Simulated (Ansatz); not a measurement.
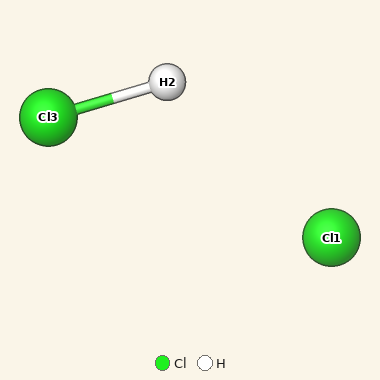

The system is Cl⁻ + HCl; the picture shows the reference structure. 
- The first coordinate is: distance Cl1–H2; the second: distance H2–Cl3.
- Nothing is relaxed (the angle Cl1–H2–Cl3 is fixed at 120 degrees).
- The scan uses a 14 × 14 grid; 105 points were computed and 91 follow by symmetry.
- Points are written as (first, second).
- All energies are given in kJ/mol relative to the lowest grid point.
- The restricted reference is unstable at some or all points, so the energies there are unreliable.
- Method: RHF-CCSD(T), frozen core/def2-TZVPD in Ansatz.

Its coordinates:

```xyz
3

Cl   -2.4860    0.0000    0.0000
H     0.0000    0.0000    0.0000
Cl    0.6805    1.1787    0.0000
```

Range: distance Cl1–H2 from 1.064 to 3.064 Å; distance H2–Cl3 from 1.064 to 3.064 Å.

> What landscape does the calculation give?

The lowest grid point is at (1.361 Å, 2.486 Å); the map holds 2 wells of about this depth. It is the only kind of minimum in the scanned range. The highest grid point, (1.064 Å, 1.064 Å), lies 1394 kJ/mol above the lowest.

```tsv
distance H2–Cl3 ↓, distance Cl1–H2 →	1.064	1.135	1.239	1.361	1.496	1.642	1.796	1.958	2.128	2.304	2.486	2.674	2.866	3.064
3.064	119	50	7	9	46	101	164	225	279	324	359	384	402	415
2.866	118	48	4	5	40	95	155	214	266	310	344	370	389	402
2.674	119	48	3	2	35	87	144	200	250	292	325	351	370	384
2.486	123	51	3	0	30	78	131	183	230	269	300	325	344	359
2.304	133	58	8	0	25	68	116	163	205	240	269	292	310	324
2.128	153	75	19	5	22	57	97	138	174	205	230	250	266	279
1.958	189	105	40	16	23	47	77	109	138	163	183	200	214	225
1.796	248	155	78	39	30	40	57	77	97	116	131	144	155	164
1.642	340	234	137	77	48	38	40	47	57	68	78	87	95	101
1.496	476	350	226	138	82	48	30	23	22	25	30	35	40	46
1.361	661	510	352	227	138	77	39	16	5	0	0	2	5	9
1.239	896	716	517	352	226	137	78	40	19	8	3	3	4	7
1.135	1164	955	716	510	350	234	155	105	75	58	51	48	48	50
1.064	1394	1164	896	661	476	340	248	189	153	133	123	119	118	119
```

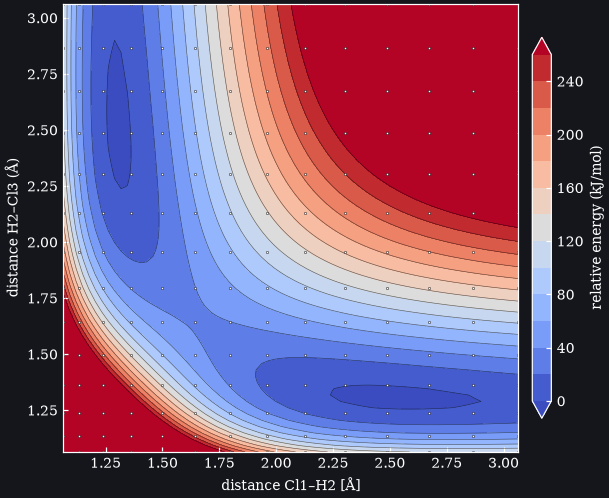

In the figure: filled contours, dots at the grid points, one colour for all values above the top of the scale. Between grid points the surface is interpolated.

The whole map (105 points run) took 39 min on 1 thread of Arm Neoverse V1, with other jobs on the host.
